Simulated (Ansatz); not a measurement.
# WH3Cl3O2F2: frequency calculation

The run: frequency calculation of WH3Cl3O2F2. Method and program: RKS PBE/def2-SVP (Ansatz 0.2.0).

It belongs to a series of runs on one base structure; here: vibrations at the highest image of the band. Figures and captions count atoms from 1; the log counts them from 0 in places.

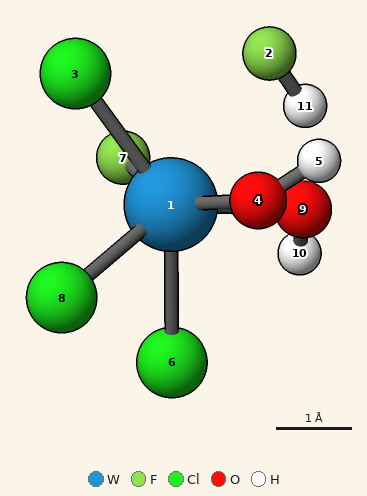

Fig. 1: The input geometry (ball-and-stick view, seen at a tilt; atoms are numbered from 1 in the order of the input). Sticks mark near contacts.

**Summary**

| quantity | value |
| --- | --- |
| outcome | converged |
| total energy | −48934.2382 eV |
| mean-field energy | −48934.2382 eV |
| largest force (length of the vector) | 0.042 eV/Å |
| hardware | 4 threads of Arm Neoverse V1, 24 GiB of memory available, shared host |
| wall time | 2.2 min (CPU time 8.3 min) |
| peak memory | 0.27 GiB |

**Input**
```yaml
crystal:
  periodic: [false, false, false]
  atoms:
    - { symbol: W, position_ang: [-0.319227, 0.204881, -0.348174] }
    - { symbol: F, position_ang: [0.352638, 0.838558, 1.928681] }
    - { symbol: Cl, position_ang: [1.939811, -0.362945, -0.146834] }
    - { symbol: O, position_ang: [0.051453, 2.034267, -0.4423] }
    - { symbol: H, position_ang: [0.094929, 2.634689, 0.330799] }
    - { symbol: Cl, position_ang: [-2.467356, -0.36407, -1.288548] }
    - { symbol: F, position_ang: [-0.546014, -1.402312, 0.60015] }
    - { symbol: Cl, position_ang: [0.159978, 0.01575, -2.609147] }
    - { symbol: O, position_ang: [-1.703885, 0.897713, 1.000424] }
    - { symbol: H, position_ang: [-2.545283, 0.397966, 0.94372] }
    - { symbol: H, position_ang: [-0.669044, 0.889905, 1.947333] }
basis:
  gaussian: { orbitals: def2-SVP }
hamiltonian:
  xc: pbe
phonons: {}
```

Launch command:
```bash
ansatz run input.yaml --threads 4 --pin off --max-ram 5120MiB --backend cpu --events-out ev --progress --plain --runs-dir out
```

**What the program printed**
```
Engine: ansatz 0.2.0, aarch64-unknown-linux-gnu
Functional definition: PBE
  parameter kappa = 0.804
  parameter beta = 0.06672455060314922
  exchange = pbe_x(kappa = kappa, mu = beta*pi^2/3)
  correlation = pbe_c(beta = beta)
1648 factors; their error is unknown
mean field evaluation 1: about -48917.7156 eV, gradient 9.4e1 eV
mean field evaluation 2: about -48560.9752 eV, gradient 3.5e2 eV
mean field evaluation 4: about -48929.2338 eV, gradient 5.2e1 eV
mean field evaluation 8: about -48934.3228 eV, gradient 1.8e0 eV
mean field evaluation 16: about -48934.2381 eV, gradient 2.5e-2 eV
mean field -48934.23813787 eV, -1798.3000827488 hartree, gradient 5.4e-5 eV, S^2 0.000000; 0 other end points of the search recorded, 0 dependent functions left out
the calculation of the forces begins
reference -48934.23821133 eV, -1798.3000854485 hartree; 51, 51 occupied and 106, 106 virtual orbitals, 1648 factors
these checks for a lower state are left out or cut short: stability, starts, cluster_reference, orbital_swaps, neighbouring_geometries, increment
1648 factors; their error is unknown
mean field -48934.23802777 eV, -1798.3000787028 hartree, gradient 2.5e-6 eV, S^2 0.000000; 0 other end points of the search recorded, 0 dependent functions left out
[... from here on the field's lines of each further geometry are left out, up to the last ...]
the calculation of the forces begins
reference -48934.23813787 eV, -1798.3000827490 hartree; 51, 51 occupied and 106, 106 virtual orbitals, 1648 factors
these checks for a lower state are left out or cut short: stability, starts, cluster_reference, orbital_swaps, neighbouring_geometries, increment
1648 factors; their error is unknown
mean field -48934.23817589 eV, -1798.3000841460 hartree, gradient 1.2e-6 eV, S^2 0.000000; 0 other end points of the search recorded, 0 dependent functions left out
the calculation of the forces begins
reference -48934.23824935 eV, -1798.3000868458 hartree; 51, 51 occupied and 106, 106 virtual orbitals, 1648 factors
WARN: phonons: modes at or below zero, which the zero-point energy, F, S and C_V leave out: 1, the lowest at -111.85 cm⁻¹. A minimum has none, and a first-order saddle one
Total energy: -48934.23821133 eV, -1798.3000854485 hartree
Atom 0 at    -0.319227     0.204881    -0.348174 Å, force    -0.006396    -0.021634    -0.013828 eV/Å
Atom 1 at     0.352638     0.838558     1.928681 Å, force     0.013886    -0.002390     0.007627 eV/Å
Atom 2 at     1.939811    -0.362945    -0.146834 Å, force    -0.008470    -0.005984     0.001265 eV/Å
Atom 3 at     0.051453     2.034267    -0.442300 Å, force     0.002726     0.034938     0.023179 eV/Å
Atom 4 at     0.094929     2.634689     0.330799 Å, force    -0.003701    -0.034735    -0.020788 eV/Å
Atom 5 at    -2.467356    -0.364070    -1.288548 Å, force     0.029236    -0.004492     0.000094 eV/Å
Atom 6 at    -0.546014    -1.402312     0.600150 Å, force     0.000771     0.000820     0.013051 eV/Å
Atom 7 at     0.159978     0.015750    -2.609147 Å, force     0.000083     0.012201    -0.017280 eV/Å
Atom 8 at    -1.703885     0.897713     1.000424 Å, force    -0.028579     0.021551    -0.001857 eV/Å
Atom 9 at    -2.545283     0.397966     0.943720 Å, force     0.024332     0.004669     0.030836 eV/Å
Atom 10 at    -0.669044     0.889905     1.947333 Å, force    -0.023888    -0.004945    -0.022300 eV/Å
Dipole moment:    -0.243985     0.483732     0.324280 e Å
Vibrations: -111.85 16.26 101.59 119.08 168.43 181.57 190.88 209.99 240.62 255.56 271.73 313.65 337.21 363.13 374.60 428.60 464.77 586.59 622.17 661.25 721.42 836.07 995.10 1141.30 2405.98 3647.15 3686.80 cm⁻¹, zero-point energy 1.199020 eV
```

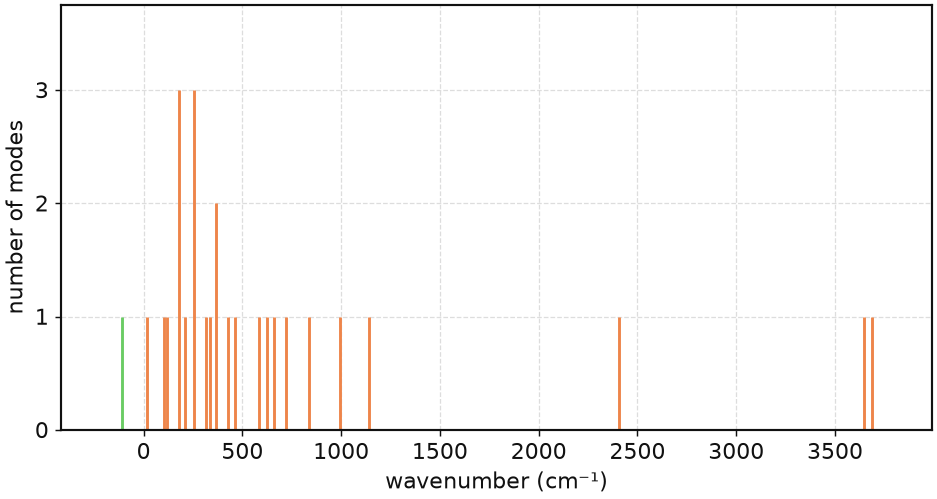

Fig. 2: Harmonic vibrational wavenumbers from the force constants; neighbouring modes closer than 17 cm⁻¹ are counted in one stick, and imaginary ones are drawn at negative wavenumbers. 27 modes from 112i to 3687 cm⁻¹, 1 imaginary beyond 8i (112i cm⁻¹): a first-order saddle point, if the geometry is stationary.
